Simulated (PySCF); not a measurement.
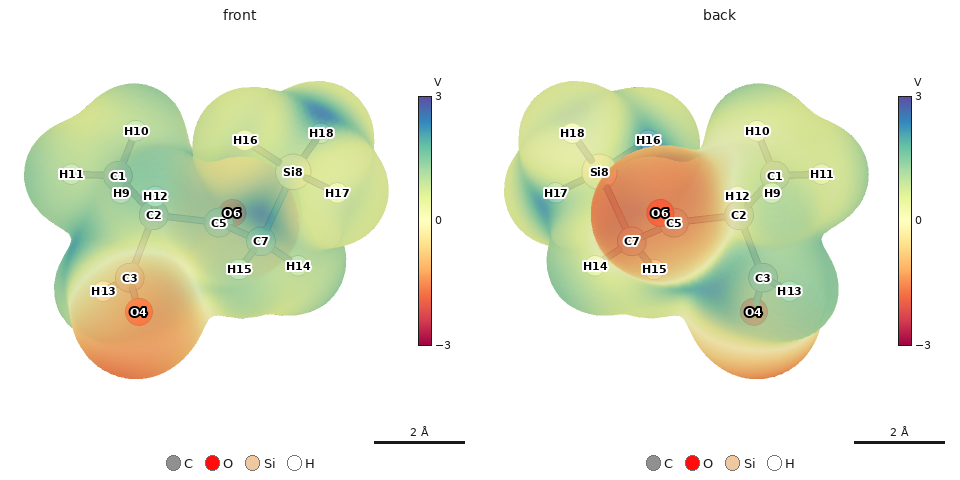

*C$_{5}$H$_{10}$O$_{2}$Si. The molecular electrostatic potential painted on the density surface at 0.004 e/bohr³, seen from the front and from behind; the colour scale runs from red (negative) to blue (positive).*

Geometry: GFN2-xTB.

Theory: CAM-B3LYP/def2-SVPD, SCF density, gas phase (PySCF).

Input

```
{"job": {"kind": "uv", "xc": "CAM-B3LYP", "basis": "def2-SVPD", "nstates": 8, "ntriplets": 3}, "charge": 0, "multiplicity": 1}
C     -1.481539     1.162150    -1.270342
C     -0.975053     0.238062    -0.172239
C     -1.938117    -0.875428     0.130481
O     -1.956086    -1.503537     1.153484
C      0.326859    -0.478732    -0.594400
O      0.639243    -0.566857    -1.754702
C      1.123243    -1.002717     0.534157
Si     2.348870     0.347537     1.132036
H     -1.585549     0.611522    -2.202150
H     -0.771782     1.969180    -1.433745
H     -2.443685     1.589729    -0.998441
H     -0.762648     0.780825     0.752904
H     -2.627864    -1.107225    -0.701235
H      1.706717    -1.859143     0.198035
H      0.476624    -1.304058     1.356442
H      1.579957     1.475490     1.665103
H      3.162289    -0.254674     2.186045
H      3.169762     0.784193     0.006910
```

Launched as:

```sh
OMP_NUM_THREADS=1 python probes_run.py task.json out
```

Q: Describe the electrostatic potential map.

A: The most negative region (about −1.7 V) lies over O6, the most positive (about +2.4 V) over Si8. O6 is the likeliest acceptor of a hydrogen bond.

Q: What dipole moment does the calculation give?

A: Its dipole moment is 1.85 D.
